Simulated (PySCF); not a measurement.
SMILES C[SiH2]S[SiH3] (CH8SSi2), singlet at its PBE0/def2-SVP optimised geometry (Å):

```
12

Si    -1.4994     0.2904    -3.2039
S     -1.6830    -1.2375    -1.7057
Si    -0.8695    -0.1857     0.0000
C      1.0036    -0.1857     0.0000
H     -2.3992     1.4472    -2.9159
H     -0.0966     0.7991    -3.3008
H     -1.8876    -0.3433    -4.4957
H     -1.3926     1.2165     0.0000
H     -1.4006    -0.9114     1.1906
H      1.3839     0.3245     0.8997
H      1.3887    -1.2165    -0.0048
H      1.4006     0.3352    -0.8844
```

Method: PBE0/def2-TZVP in PySCF. Cells within 0.4 Å of a nucleus heavier than hydrogen are left out (blank, or x).

Map of the electron localisation function on the plane z = 0.0 Å:

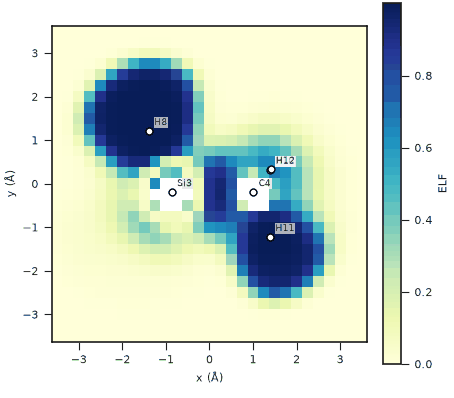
Electron localisation function on the plane z = 0.0 Å.
